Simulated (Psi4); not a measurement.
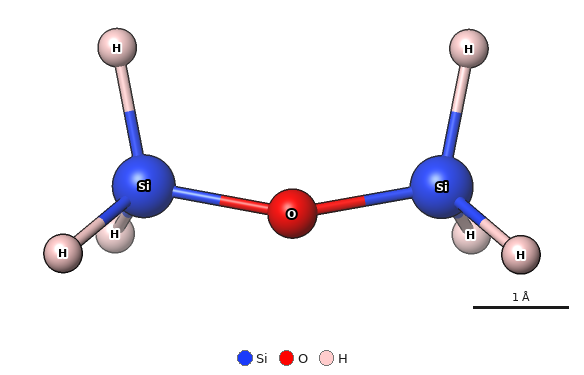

The structure as given in the input (ball-and-stick view, seen at a tilt). Bond lengths as drawn: H–Si 1.48 to 1.49 Å and O–Si 1.63 Å.

## Run report: Si2H6O, property calculation (part 1 of 2)

The run: property calculation of Si2H6O. Method and program: PBE/aug-cc-pVQZ, RKS (Psi4 1.11).

The geometry comes from this level: PBE0-D4/def2-TZVP.

Output
```
Psi4 1.11 release

   => Loading Basis Set <=

    Name: AUG-CC-PVQZ
    Role: ORBITAL
    Keyword: BASIS

         ---------------------------------------------------------
                                   SCF
                              RKS Reference
                        1 Threads,   1525 MiB Core
         ---------------------------------------------------------

  ==> Geometry <==

    Molecular point group: c1
    Full point group: C1

    Geometry (in Angstrom), charge = 0, multiplicity = 1:

       Center              X                  Y                   Z               Mass
    ------------   -----------------  -----------------  -----------------  -----------------
         SI          -0.814632893955     1.030387016501    -0.859309579041    27.976926534650
         O            0.321207106045     0.068717016501    -0.185169579041    15.994914619570
         SI           0.671227106045    -1.061082983499     0.941960420959    27.976926534650
         H           -1.891612893955     0.204307016501    -1.465449579041     1.007825032230
         H           -0.164982893955     1.850147016501    -1.910009579041     1.007825032230
         H           -1.410512893955     1.920487016501     0.171540420959     1.007825032230
         H            2.119927106045    -1.365402983499     0.860220420959     1.007825032230
         H           -0.113652893955    -2.297872983499     0.688990420959     1.007825032230
         H            0.343947106045    -0.550142983499     2.299120420959     1.007825032230

  Running in c1 symmetry.

  Rotational constants: A =      1.17031  B =      0.09971  C =      0.09820 [cm^-1]
  Rotational constants: A =  35084.94302  B =   2989.26809  C =   2943.99546 [MHz]
  Nuclear repulsion =  159.419028914662164

  Charge       = 0
  Multiplicity = 1
  Electrons    = 42
  Nalpha       = 21
  Nbeta        = 21

  ==> Algorithm <==

  SCF Algorithm Type is DF.
  DIIS enabled.
  MOM disabled.
  Fractional occupation disabled.
  Guess Type is SAD.
  Energy threshold   = 1.00e-06
  Density threshold  = 1.00e-06
  Integral threshold = 1.00e-12

  ==> Primary Basis <==

  Basis Set: AUG-CC-PVQZ
    Blend: AUG-CC-PVQZ
    Number of shells: 148
    Number of basis functions: 524
    Number of Cartesian functions: 653
    Spherical Harmonics?: true
    Max angular momentum: 4

  ==> DFT Potential <==

   => LibXC <=

    Version 7.1.2

   => Composite Functional: PBE <=

    PBE GGA Exchange-Correlation Functional

    Deriv               =              1
    GGA                 =           TRUE
    Meta                =          FALSE

    Exchange Hybrid     =          FALSE
    MP2 Hybrid          =          FALSE

   => Exchange Functionals <=

    1.0000     XC_GGA_X_PBE

   => Correlation Functionals <=

    1.0000     XC_GGA_C_PBE

   => LibXC Density Thresholds  <==

    XC_GGA_C_PBE:  1.00E-12
    XC_GGA_X_PBE:  1.00E-15

   => Molecular Quadrature <=

    Radial Scheme          =       TREUTLER
    Pruning Scheme         =           NONE
    Nuclear Scheme         =       TREUTLER

    Blocking Scheme        =         OCTREE
    BS radius alpha        =              1
    Pruning alpha          =              1
    Radial Points          =             99
    Spherical Points       =            590
    Total Points           =         505039
    Total Blocks           =           3606
    Max Points             =            256
    Max Functions          =            489
    Weights Tolerance      =       1.00E-15

   => Loading Basis Set <=

    Name: (AUG-CC-PVQZ AUX)
    Role: JKFIT
    Keyword: DF_BASIS_SCF

  ==> Integral Setup <==

  ==> DiskDFJK: Density-Fitted J/K Matrices <==

    J tasked:                  Yes
    K tasked:                   No
    wK tasked:                  No
    Integrals threads:           1
    Memory [MiB]:              995
    Algorithm:                Disk
    Integral Cache:           NONE
    Schwarz Cutoff:          1E-12
    Fitting Condition:       1E-10

   => Auxiliary Basis Set <=

  Basis Set: (AUG-CC-PVQZ AUX)
    Blend: AUG-CC-PVQZ-JKFIT
    Number of shells: 234
    Number of basis functions: 966
    Number of Cartesian functions: 1298
    Spherical Harmonics?: true
    Max angular momentum: 5

  Cached 2.5% of DFT collocation blocks in 0.147 [GiB].

  Minimum eigenvalue in the overlap matrix is 3.9854099860E-06.
  Reciprocal condition number of the overlap matrix is 3.0147119083E-07.
    Using symmetric orthogonalization.

  ==> Pre-Iterations <==

  SCF Guess: Superposition of Atomic Densities via on-the-fly atomic UHF (no occupation information).

   -------------------------
    Irrep   Nso     Nmo
   -------------------------
     A        524     524
   -------------------------
    Total     524     524
   -------------------------

  ==> Iterations <==

                           Total Energy        Delta E     RMS |[F,P]|

   @DF-RKS iter SAD:  -657.03634985996700   -6.57036e+02   0.00000e+00
   @DF-RKS iter   1:  -657.24111549001577   -2.04766e-01   1.68338e-03 DIIS/ADIIS
   @DF-RKS iter   2:  -655.56597913762232    1.67514e+00   3.91929e-03 DIIS/ADIIS
   @DF-RKS iter   3:  -657.52457702947811   -1.95860e+00   4.57309e-04 DIIS/ADIIS
   @DF-RKS iter   4:  -657.54944687651539   -2.48698e-02   1.51552e-04 DIIS/ADIIS
   @DF-RKS iter   5:  -657.55234765981845   -2.90078e-03   3.51450e-05 DIIS
   @DF-RKS iter   6:  -657.55256722423360   -2.19564e-04   6.30271e-06 DIIS
   @DF-RKS iter   7:  -657.55257224989793   -5.02566e-06   1.37305e-06 DIIS
   @DF-RKS iter   8:  -657.55257254931087   -2.99413e-07   2.74243e-07 DIIS
  Energy and wave function converged.

  ==> Post-Iterations <==

   Electrons on quadrature grid:
      Ntotal   =   41.9999999597 ; deviation = -4.026e-08

    Orbital Energies [Eh]
    ---------------------

    Doubly Occupied:

       1A    -65.448901     2A    -65.448900     3A    -18.755227
       4A     -5.076889     5A     -5.076888     6A     -3.489913
       7A     -3.489902     8A     -3.487431     9A     -3.487425
      10A     -3.487373    11A     -3.487368    12A     -0.916343
      13A     -0.542871    14A     -0.458390    15A     -0.390410
      16A     -0.368090    17A     -0.366819    18A     -0.310470
      19A     -0.310082    20A     -0.273921    21A     -0.269470

    Virtual:

      22A     -0.046398    23A     -0.017731    24A     -0.004995
      25A     -0.000983    26A      0.007483    27A      0.010435
      28A      0.017580    29A      0.018470    30A      0.018983
      31A      0.030713    32A      0.031254    33A      0.035898
      34A      0.048429    35A      0.053902    36A      0.057694
      37A      0.060579    38A      0.063359    39A      0.069610
      40A      0.072377    41A      0.072795    42A      0.075652
      43A      0.080851    44A      0.100360    45A      0.102490
      46A      0.108473    47A      0.119136    48A      0.123038
      49A      0.129657    50A      0.137343    51A      0.151189
      52A      0.151689    53A      0.155708    54A      0.157197
      55A      0.163282    56A      0.164692    57A      0.165596
      58A      0.175912    59A      0.176582    60A      0.182001
      61A      0.184612    62A      0.192179    63A      0.200625
      64A      0.203647    65A      0.212190    66A      0.213920
      67A      0.224631    68A      0.229857    69A      0.233247
      70A      0.257042    71A      0.259431    72A      0.275107
      73A      0.275351    74A      0.279393    75A      0.290031
      76A      0.290961    77A      0.302368    78A      0.309232
      79A      0.321955    80A      0.323911    81A      0.326903
      82A      0.328586    83A      0.330732    84A      0.339446
      85A      0.347445    86A      0.357172    87A      0.361954
      88A      0.365722    89A      0.367418    90A      0.371345
      91A      0.373220    92A      0.384682    93A      0.390812
      94A      0.391107    95A      0.391896    96A      0.403988
      97A      0.406494    98A      0.410398    99A      0.411658
     100A      0.417697   101A      0.435086   102A      0.438195
     103A      0.450063   104A      0.487384   105A      0.493426
     106A      0.494060   107A      0.506748   108A      0.526056
     109A      0.543302   110A      0.554719   111A      0.565404
     112A      0.580644   113A      0.592814   114A      0.599867
     115A      0.602676   116A      0.616226   117A      0.627802
     118A      0.638464   119A      0.643375   120A      0.643419
     121A      0.652978   122A      0.655937   123A      0.668153
     124A      0.669239   125A      0.671795   126A      0.684275
     127A      0.697886   128A      0.699240   129A      0.701133
     130A      0.713980   131A      0.723185   132A      0.730509
     133A      0.734394   134A      0.754602   135A      0.761588
     136A      0.764203   137A      0.770662   138A      0.774319
     139A      0.775437   140A      0.778593   141A      0.780617
     142A      0.792774   143A      0.795341   144A      0.798847
     145A      0.799943   146A      0.807630   147A      0.810179
     148A      0.822679   149A      0.830622   150A      0.832907
     151A      0.836984   152A      0.857402   153A      0.859598
     154A      0.861524   155A      0.862583   156A      0.891362
     157A      0.900088   158A      0.904566   159A      0.908435
     160A      0.927637   161A      0.945797   162A      0.954651
     163A      0.959145   164A      0.976793   165A      0.989685
     166A      1.018225   167A      1.027456   168A      1.031647
     169A      1.041147   170A      1.056826   171A      1.059100
     172A      1.068672   173A      1.087863   174A      1.108651
     175A      1.124738   176A      1.129627   177A      1.144993
     178A      1.149619   179A      1.167339   180A      1.175498
     181A      1.194035   182A      1.205747   183A      1.212541
     184A      1.217303   185A      1.228115   186A      1.243751
     187A      1.250959   188A      1.264675   189A      1.286870
     190A      1.295702   191A      1.307402   192A      1.324307
     193A      1.333660   194A      1.334027   195A      1.342232
     196A      1.345619   197A      1.352028   198A      1.390632
     199A      1.391269   200A      1.403295   201A      1.404112
     202A      1.415280   203A      1.444575   204A      1.465315
     205A      1.479528   206A      1.480101   207A      1.485557
     208A      1.486865   209A      1.496322   210A      1.508567
     211A      1.513224   212A      1.527049   213A      1.530021
     214A      1.544925   215A      1.569928   216A      1.590119
     217A      1.595952   218A      1.645967   219A      1.657095
     220A      1.671952   221A      1.701164   222A      1.707130
     223A      1.733321   224A      1.740178   225A      1.741293
     226A      1.745298   227A      1.766405   228A      1.770862
     229A      1.797206   230A      1.805630   231A      1.807215
     232A      1.815569   233A      1.826226   234A      1.832543
     235A      1.857042   236A      1.872837   237A      1.884114
     238A      1.888289   239A      1.900552   240A      1.911213
     241A      1.911970   242A      1.931011   243A      1.935068
     244A      1.937425   245A      1.941969   246A      1.942336
     247A      1.959193   248A      1.967417   249A      1.974132
     250A      1.975429   251A      1.983370   252A      1.983889
     253A      2.004292   254A      2.006078   255A      2.023719
     256A      2.049344   257A      2.053572   258A      2.059032
     259A      2.068784   260A      2.085725   261A      2.107442
     262A      2.120196   263A      2.135355   264A      2.144074
     265A      2.154159   266A      2.162429   267A      2.168372
     268A      2.175363   269A      2.178132   270A      2.202324
     271A      2.216604   272A      2.219348   273A      2.236794
     274A      2.240893   275A      2.254947   276A      2.278634
     277A      2.305087   278A      2.319064   279A      2.340896
     280A      2.342638   281A      2.348554   282A      2.350402
     283A      2.384419   284A      2.392777   285A      2.435470
     286A      2.440675   287A      2.441270   288A      2.463671
     289A      2.478559   290A      2.488165   291A      2.497848
     292A      2.501843   293A      2.504209   294A      2.509635
     295A      2.515568   296A      2.521393   297A      2.526004
     298A      2.541111   299A      2.545108   300A      2.573098
```
